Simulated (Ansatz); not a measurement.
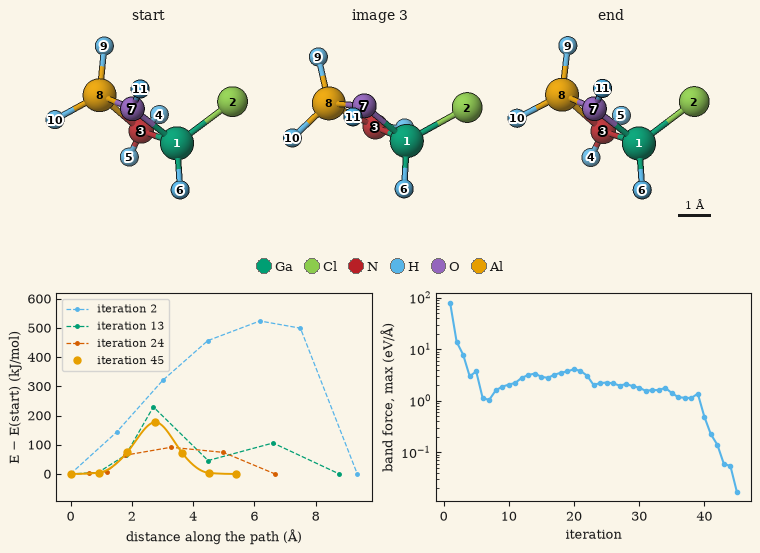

NEB run on GaAlNH6OCl. Images are numbered from 0 (start) to 6 (end). The plot follows the band through its iterations. The picture is a ball-and-stick view, seen from a free direction.

The calculation used RKS revPBE-D4/def2-SVP in Ansatz 0.2.0. Settings: 5 movable images; climbing image; force threshold 0.05 eV/Å; iteration limit 60; starting path through a guess of the saddle point.

> How did the profile develop, and is the result final?

The result is final at these settings. The band converged in 45 iterations. The largest component of the band force went from 79 to 0.017 eV/Å. The climbing image converged on the top of the path. Its vibrational analysis gives one imaginary mode (910i cm⁻¹), as a transition state must have. The first iteration put the highest image at 1626.0 kJ/mol. The barrier is about 177.2 kJ/mol in both directions, with image 3 at the top; the ends have the same energy.
